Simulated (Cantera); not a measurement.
Feed: 1 mol TiO₂, 1.6 mol CO, held at 1.40 bar.

Equilibrium computed with Cantera from the NASA thermochemical tables; the gas is ideal and each condensed phase is pure. Candidate condensed phases: C, Ti, TiC, TiO, TiO₂, Ti₂O₃, Ti₃O₅, Ti₄O₇; 15 gas species. Mutual solubility and eutectic melting of coexisting phases are not modelled. Condensed phases not in the tables: Magnéli phases beyond Ti₄O₇. The numbers say what is thermodynamically allowed, not how fast it happens.

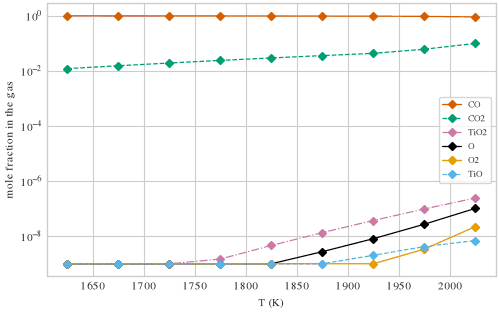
Equilibrium gas composition (values under 1e-9 drawn at 1e-9)

From 1625 K to 1925 K the condensed part is TiO₂(rutile) + Ti₄O₇(s). From 1975 K to 2025 K the condensed part is TiO₂(rutile) + Ti₄O₇(l).
